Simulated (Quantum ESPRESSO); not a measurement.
# Voltage at the next charge: Sr(111), 4 layers, one monolayer of Na on fcc sites against an electrode

**Set-up.** Quantum ESPRESSO 7.5, PBE, GBRV ultrasoft; ESM with bc3, a metal electrode 4.77 Å above the top atoms; cell area 16.007 Å²; ions fixed. V is the potential energy of an electron at the electrode over the slab's Fermi level, divided by e, so that it equals the work function at zero charge; positive charge removes electrons.

| charge (e a cell) | V (V) |
| --- | --- |
| 0 | 2.590 |
| 0.024 | 3.356 |
| 0.048 | 4.174 |

One more run was made and is withheld. What is V at a charge of 0.096 e, and what capacitance do the rows imply?

By hand: The last two rows give dV/dq = (4.174 − 3.356)/(0.048 − 0.024) = 34.1 V/e, so C = 1602/(16.007 × 34.1) = 2.94 µF/cm², an effective gap of 8.854/2.94 = 3.01 Å. At constant C, V = 4.174 + 34.1 × 0.048 = 5.81 V.

What the calculation gave: V = 5.941 V; the estimate misses by −0.13 V, 7.4 % of the step. Over the three intervals C goes 3.14, 2.94 and 2.72 µF/cm²: it falls as electrons leave, the surface charge drawing back towards the atoms.

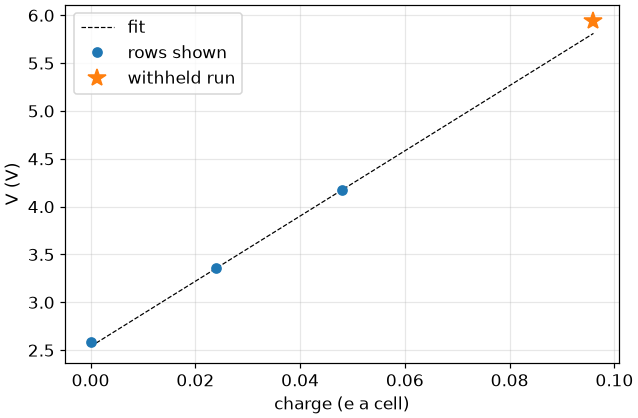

The rows shown, the fit and the withheld run.

Caveats: Vacuum fills the gap; a dielectric or electrolyte would change C. The slab is thin.
